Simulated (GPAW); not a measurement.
MgV2O6 (C2/m), O K edge of atom 4, with 1 V at 1.67 Å (terminal, site symmetry m). Method: GPAW, LDA, full core hole (charged cell), 18-atom cell with 5.0 Å between holes, 4×3×3 k points, dipole transitions, Gaussian full width 0.9 eV up to 4 eV, rising linearly to 3.5 eV at 25 eV.

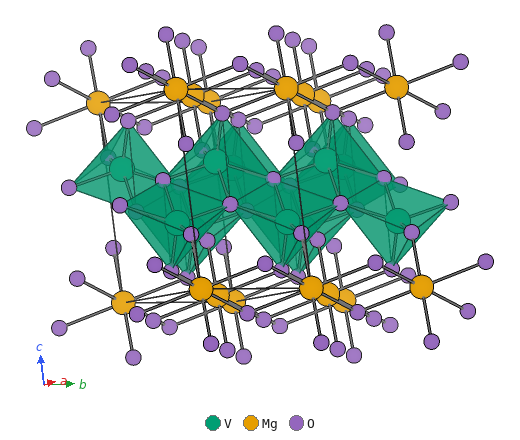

The structure (vanadium teal, magnesium orange, oxygen purple). 1×2×1 conventional cells are drawn. Some periodic images of atoms are drawn too.

```xyz
9
Lattice="4.6395 -1.7510 0.0000 4.6395 1.7510 0.0000 -2.4964 0.0000 6.2509" Properties=species:S:1:pos:R:3 pbc="T T T"
V     0.1695    0.0000    4.1031
V     6.6131    0.0000    2.1478
Mg    0.0000    0.0000    0.0000
O     1.0183    0.0000    5.5427
O     5.7643    0.0000    0.7082
O     1.7632    0.0000    2.7179
O     5.0194    0.0000    3.5330
O    -1.4417    0.0000    4.5232
O     8.2243    0.0000    1.7278
```

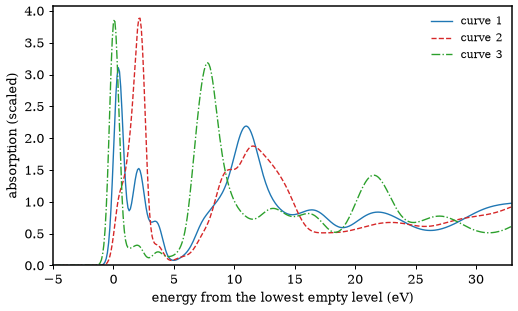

Energy from the lowest empty level; a common scale on which the isotropic spectrum has a mean of 1 over the first 20 eV.

Question: The curves are for the electric vector along different Cartesian axes of the cell as given, averaged over the symmetry-equivalent atoms. Which is which?

Curve 1: along x, main maxima 0.4 eV (3.11), 2.1 eV (1.52) and 11.0 eV (2.19). Curve 2: along z, main maxima 2.2 eV (3.88) and 11.6 eV (1.88). Curve 3: along y, main maxima 0.1 eV (3.87), 7.8 eV (3.18) and 21.5 eV (1.42). A K edge sees empty p states; the first features are O p mixed into the empty d states of the V neighbours, and the broad ones above probably into the cations' higher empty bands. Each direction probes the empty orbitals that point along it. The hole lies in one spin channel, while the script sums the empty states of both and takes the lower zero; where the two channels are split, this blurs and shifts the curve. The crystal has 3 inequivalent O sites and not all are shown here, while a measurement adds them all.

[Banner, clock and machine lines of the logs are left out without a mark of their own.]

[Logs are printed without paths, hosts, clocks, repeated set-up lines and the standing remarks that a program may print on its own settings, such as how far it seeks lower states.]

[Hosts, paths, dates, database ids (printed as entryN), source tags and the programs' standing remarks are cut or masked in the printed files.]

[Lists of maxima count a maximum above −3 eV only where it reaches 4 % of the highest in the window and stands out from its surroundings by 2 % of it (1.5 % where it reaches 55 %); shoulders and weaker maxima are passed over, and of the rest the first, up to two pre-edge ones and the few strongest are named.]
